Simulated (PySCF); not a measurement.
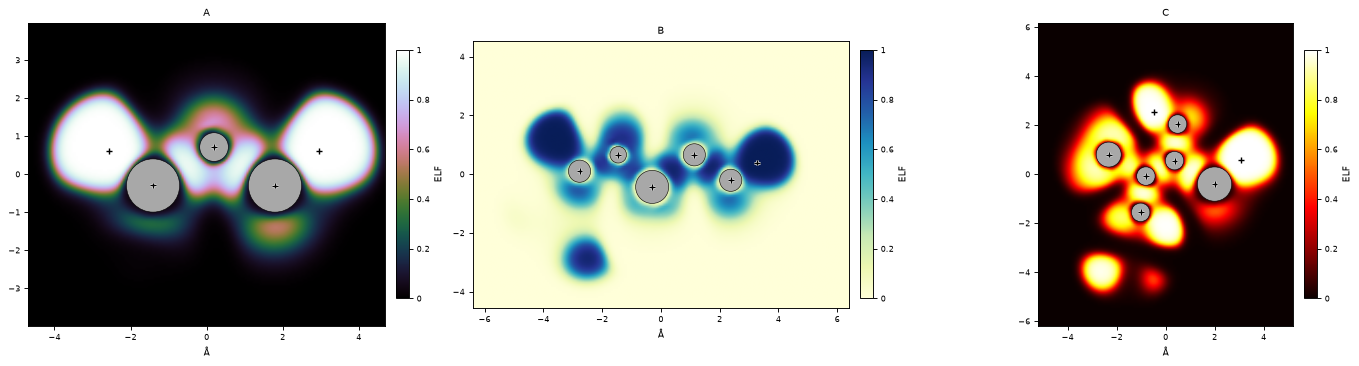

The ELF of 3 systems, each on a plane through atoms (crosses mark nuclei in the plane; grey discs cover the cores).

Theory: PySCF 2.14.0, PBE0/pcSseg-1, SCF density, gas phase, non-relativistic.

System 1: C₆H₁₃ClSi (SMILES CCC/C(Cl)=C(/C)[SiH3]), the plane of atoms C4, C6 and Si8. Geometry: GFN2-xTB.

```yaml
atoms:
  - { symbol: C, position_ang: [3.0818, 0.6377, 0.3908] }
  - { symbol: C, position_ang: [1.8132, -0.1978, 0.4990] }
  - { symbol: C, position_ang: [0.9023, 0.0016, -0.7180] }
  - { symbol: C, position_ang: [-0.3391, -0.8232, -0.6031] }
  - { symbol: Cl, position_ang: [-0.0416, -2.5069, -0.9915] }
  - { symbol: C, position_ang: [-1.5361, -0.4007, -0.2142] }
  - { symbol: C, position_ang: [-2.7248, -1.3068, -0.0906] }
  - { symbol: Si, position_ang: [-1.8441, 1.4152, 0.2224] }
  - { symbol: H, position_ang: [2.8376, 1.6954, 0.3161] }
  - { symbol: H, position_ang: [3.7087, 0.4909, 1.2673] }
  - { symbol: H, position_ang: [3.6528, 0.3544, -0.4910] }
  - { symbol: H, position_ang: [1.2634, 0.0794, 1.4012] }
  - { symbol: H, position_ang: [2.0754, -1.2545, 0.5795] }
  - { symbol: H, position_ang: [0.6326, 1.0559, -0.8002] }
  - { symbol: H, position_ang: [1.4487, -0.2834, -1.6202] }
  - { symbol: H, position_ang: [-3.0740, -1.3209, 0.9414] }
  - { symbol: H, position_ang: [-2.4911, -2.3247, -0.3921] }
  - { symbol: H, position_ang: [-3.5407, -0.9366, -0.7103] }
  - { symbol: H, position_ang: [-3.2122, 1.5180, 0.7325] }
  - { symbol: H, position_ang: [-1.7064, 2.2474, -0.9763] }
  - { symbol: H, position_ang: [-0.9154, 1.8766, 1.2570] }
```

System 2: C₃H₁₀O₃SSi (SMILES CCS(=O)(=O)OC[SiH3]), the plane of atoms C2, S3 and O6. Geometry: GFN2-xTB.

```xyz
18

C    -2.7696   -0.1420   -0.9686
C    -1.9794   -0.0951    0.3212
S    -0.2821    0.3563   -0.0898
O    -0.2268    1.6894   -0.6005
O     0.3232   -0.6710   -0.8940
O     0.3585    0.2910    1.3640
C     1.7803    0.4936    1.3703
Si    2.7093   -0.5513    0.0526
H    -2.6927    0.8179   -1.4742
H    -3.8183   -0.3608   -0.7772
H    -2.3584   -0.9079   -1.6217
H    -2.3334    0.6710    1.0036
H    -1.9252   -1.0567    0.8207
H     2.0872    0.2496    2.3880
H     1.9653    1.5596    1.2078
H     2.3228   -1.9555    0.1292
H     2.7452    0.0747   -1.2613
H     4.0852   -0.4563    0.5916
```

System 3: CH₁₁NSi₃, the plane of atoms C2, Si3 and H11. Geometry: GFN2-xTB.

```xyz
16

Si   -2.1586    0.5591    0.6046
C    -1.1393   -0.1165   -0.8452
Si    0.2304   -1.3401   -0.3791
N     1.2838   -0.6157    0.7932
Si    2.1592    0.8755    0.7308
H    -3.2263    1.4209    0.0772
H    -2.7810   -0.5446    1.3420
H    -1.3251    1.3494    1.5112
H    -0.6976    0.7206   -1.3853
H    -1.8074   -0.6094   -1.5515
H     0.9770   -1.7296   -1.5883
H    -0.3137   -2.5377    0.2709
H     1.6172   -1.2570    1.4937
H     3.3959    0.7487   -0.0538
H     1.2914    1.8768    0.1169
H     2.4866    1.2084    2.1188
```

Q: Which map belongs to which system?

A: Panel A is system 3, CH₁₁NSi₃: the plane holds Si, C and H. C–Si (1.89 Å): the ELF peaks at about 0.95 between the atoms: a covalent bond. Panel B is system 2, C₃H₁₀O₃SSi: the plane holds C, S, O and H. C–O (1.44 Å): the ELF peaks at about 0.90 between the atoms: a shared but strongly polarised pair. Panel C is system 1, C₆H₁₃ClSi: the plane holds C, Cl, Si and H. C–C (1.33 Å): the ELF peaks at about 0.90 between the atoms; a short, multiple covalent bond.
